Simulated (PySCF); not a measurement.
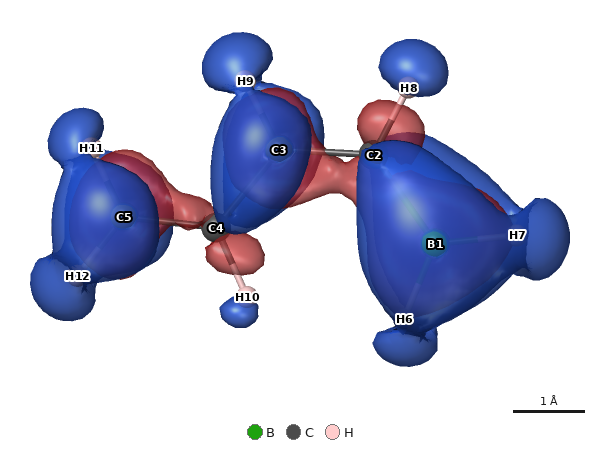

*C4H7B, SMILES `B/C=C\C=C`. Fukui function f⁺ = ρ(N+1) − ρ(N) at fixed geometry, surfaces at ±0.015 e/Å³ (blue positive, red negative).*

Computed with PySCF, LDA (SVWN)/def2-SVP, geometry: GFN2-xTB. No frequency check shows the geometry to be a minimum.

> Which atoms respond most to the addition of an electron?

f⁺ (Hirshfeld-condensed) is largest on B1 (0.26); the vertical electron affinity is 0.64 eV (the stability of the anion's solution wasn't checked; the anion's highest orbital has positive energy, so this value and f⁺ depend on the basis). Condensed values hint at sites of nucleophilic attack but needn't mark the atom that reacts. Orbital relaxation makes it negative in places (0.18 e in all).
